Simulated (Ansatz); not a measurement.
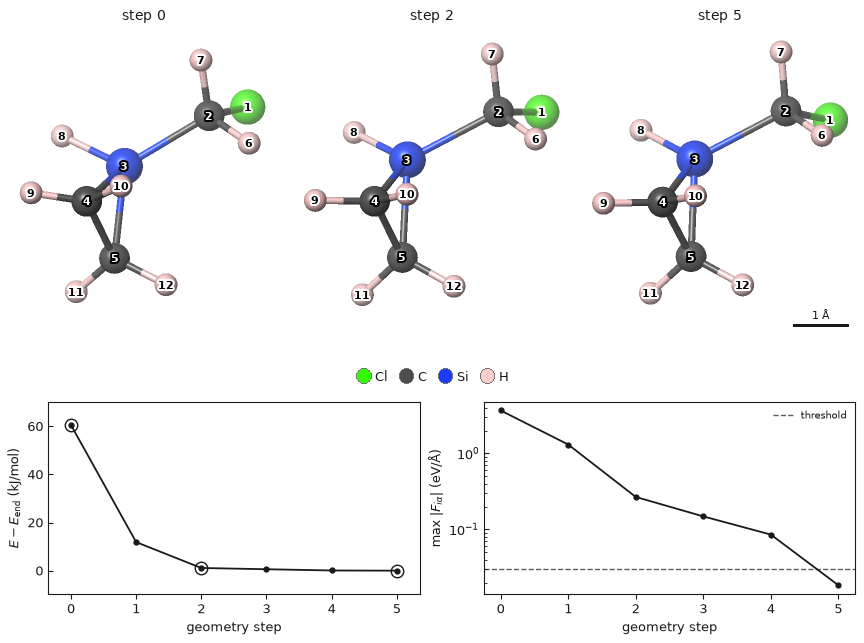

Frames of a relaxation of C₃H₇ClSi (coarse preliminary run), marked on the history of the run. A ball-and-stick model, seen from a free direction.

The start comes from a force field.

Computed with RKS PBE-D4/def2-SVP (Ansatz).

The input:
```yaml
crystal:
  periodic: [false, false, false]
  atoms:
    - {symbol: Cl, position_ang: [-2.640000, 0.407600, 1.584200]}
    - {symbol: C, position_ang: [-0.917900, 0.445800, 1.435600]}
    - {symbol: Si, position_ang: [-0.447200, -0.574400, 0.008500]}
    - {symbol: C, position_ang: [1.425700, -0.274300, -0.554700]}
    - {symbol: C, position_ang: [0.294100, 0.185200, -1.501500]}
    - {symbol: H, position_ang: [-0.598800, 1.506500, 1.331700]}
    - {symbol: H, position_ang: [-0.490500, 0.076500, 2.388100]}
    - {symbol: H, position_ang: [-0.646100, -2.017400, 0.010100]}
    - {symbol: H, position_ang: [1.895400, -1.172200, -0.757100]}
    - {symbol: H, position_ang: [1.905700, 0.445800, 0.049400]}
    - {symbol: H, position_ang: [0.131100, -0.353300, -2.386800]}
    - {symbol: H, position_ang: [0.165300, 1.268900, -1.573400]}
basis:
  gaussian: {orbitals: def2-SVP}
hamiltonian: {xc: pbe, dispersion: d4}
relax: {f_tol: 0.03, max_steps: 200}
```

Command:
```bash
ansatz run in.yaml --threads 4 --pin off --events-out ev --progress --plain --max-ram 10444MiB
```

### What happens along the run?

The largest move after the best rigid fit is that of Cl1, 0.27 Å. Largest moves by element: Cl 0.27 Å, H 0.26 Å, Si 0.23 Å, C 0.09 Å. Near-neighbour distances that change, for instance: Si3–C4 1.979 → 1.876 Å, Cl1–C2 1.729 → 1.813 Å, C2–Si3 1.816 → 1.890 Å, C4–H9 1.033 → 1.104 Å. Among the angles between lasting bonds that change: C4–Si3–H8 106.2° → 120.2°, Si3–C4–H9 110.7° → 118.8°, H9–C4–H10 119.9° → 112.1°. After 5 geometry steps the energy has fallen by 60.5 kJ/mol. Largest force component: 3.7 eV/Å at the start, 0.018 eV/Å at the end. Cost: 3 s on 4 threads of AMD EPYC 9R45 96-Core (shared host). From step 0 to 2: Si and H atoms move most (0.21 Å), energy −59.4 kJ/mol. From step 2 to 5: Cl1 moves most (0.15 Å), energy −1.11 kJ/mol.

```json
{"step": "0", "E − E(0), kJ/mol": "0.00", "largest force component, eV/Å": "3.6714"}
{"step": "1", "E − E(0), kJ/mol": "-48.62", "largest force component, eV/Å": "1.3099"}
{"step": "2", "E − E(0), kJ/mol": "-59.37", "largest force component, eV/Å": "0.2677"}
{"step": "3", "E − E(0), kJ/mol": "-59.89", "largest force component, eV/Å": "0.1486"}
{"step": "4", "E − E(0), kJ/mol": "-60.41", "largest force component, eV/Å": "0.0857"}
{"step": "5", "E − E(0), kJ/mol": "-60.49", "largest force component, eV/Å": "0.0185"}
```
